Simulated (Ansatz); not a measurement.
System: ReSb.

```
Re Sb
1.0
     4.32313    0.00000    0.00000
    -2.16157    3.74394    0.00000
     0.00000    0.00000    5.11456
Re Sb
2 2
Direct
  0.00000 0.00000 0.00000
  0.00000 0.00000 0.50000
  0.33333 0.66667 0.25000
  0.66667 0.33333 0.75000
```

Space group P6₃/mmc; started from the NiAs prototype, which need not be the ambient phase; computed without spin polarisation.

Method: Ansatz, DFT PBE, scalar-relativistic, plane waves, PAW.

Question: Predict the valence pseudo-density and electron localisation function between the atoms.

Answer: Re–Re (2.56 Å): ρ at the midpoint is about 0.6 e/Å³; the ELF is about 0.40 at the midpoint.
Re–Sb (2.80 Å): ρ is about 0.38 e/Å³ halfway; the ELF is about 0.45 at the midpoint.
Bader's partition of the density gives Re −0.17 and Sb +0.17 e.

Question: Which way does charge flow, and how much by Bader's partition?

Answer: Electrons move from Sb towards Re. Bader charges: Re −0.17 and Sb +0.17 e.

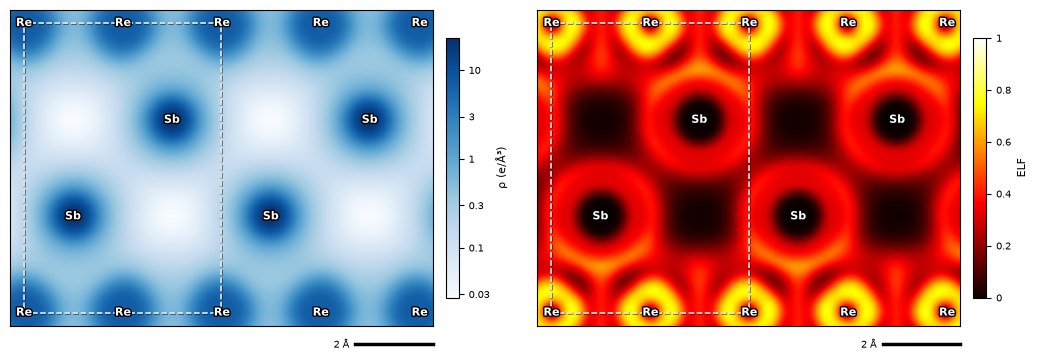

Computed valence pseudo-density and electron localisation function on the (110) plane of the conventional cell, in this order. 

Core electrons are frozen (PAW), and the valence fields are smoothed inside the atomic spheres.
